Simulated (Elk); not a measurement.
Band structure of Mg3Zn (Pm-3m, 4 atoms in the cell).

```
Mg3Zn
1.0
    4.27552     0.00000     0.00000
    0.00000     4.27552     0.00000
    0.00000     0.00000     4.27552
Mg Zn
3 1
Direct
  0.50000   0.50000   0.00000
  0.00000   0.50000   0.50000
  0.50000   0.00000   0.50000
  0.00000   0.00000   0.00000
```

Method: LDA (PW92), all-electron FP-LAPW, Elk's shipped species files, APW+lo basis with extra local orbitals run with Elk.

Settings: xctype = 3; rgkmax = 8; stype = 3; swidth = 0.00183747 Ha; ngridk = 6 6 6; gmaxvr = 14 1/bohr; nxlo = 2; lorbcnd = true; lmaxi = 2.

The starting cell comes from a database of computed structures (which also holds hypothetical and non-ambient phases and stackings), without a prior relaxation at this level. Values depend on the basis (sphere radii, cutoffs, local orbitals), which need not be converged.

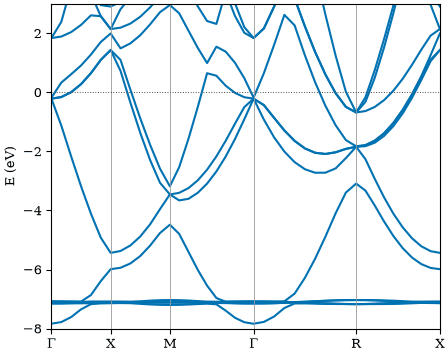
Bands along the path, energies from the Fermi level.

Levels in eV from the Fermi level, bands 21 to 28:
```json
[
 {"point": "Γ", "21": "-7.08", "22": "-0.22", "23": "-0.22", "24": "-0.22", "25": "-0.18", "26": "1.84", "27": "1.84", "28": "7.30"},
 {"point": "X", "21": "-5.99", "22": "-5.44", "23": "1.43", "24": "1.43", "25": "1.99", "26": "2.14", "27": "2.14", "28": "2.90"},
 {"point": "M", "21": "-4.48", "22": "-3.46", "23": "-3.46", "24": "-3.18", "25": "2.95", "26": "3.54", "27": "4.26", "28": "4.26"},
 {"point": "R", "21": "-3.09", "22": "-1.84", "23": "-1.84", "24": "-1.84", "25": "-1.83", "26": "-0.68", "27": "-0.68", "28": "-0.68"}
]
```

Bands cross the Fermi level along this path, so the cell is metallic at this level.
